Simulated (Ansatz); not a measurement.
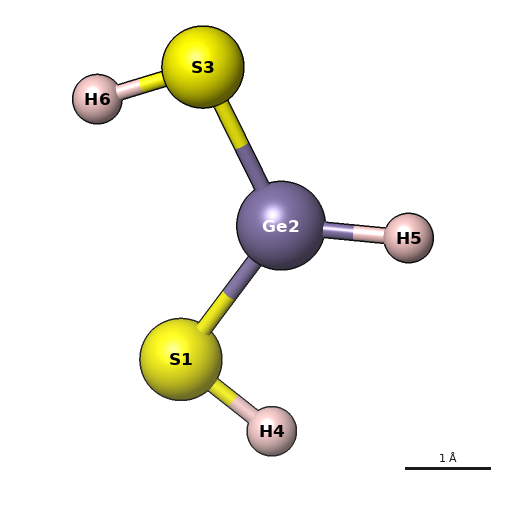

Orthographic view with a scale bar. Charge +1, singlet. The computed structure is the end point of a PBE-D4/def2-SVP optimisation. No frequency run is at hand to confirm it as a minimum.

Give an XYZ file in the frame of the picture: x to the right, y up, z towards the viewer, origin at the mean of the atomic positions.

```xyz
6
GeH3S2
S   -0.70  -1.45  -0.71
Ge   0.48   0.13   0.16
S   -0.44   2.00   0.68
H    0.37  -2.30  -0.80
H    1.99  -0.02   0.43
H   -1.69   1.63   0.25
```
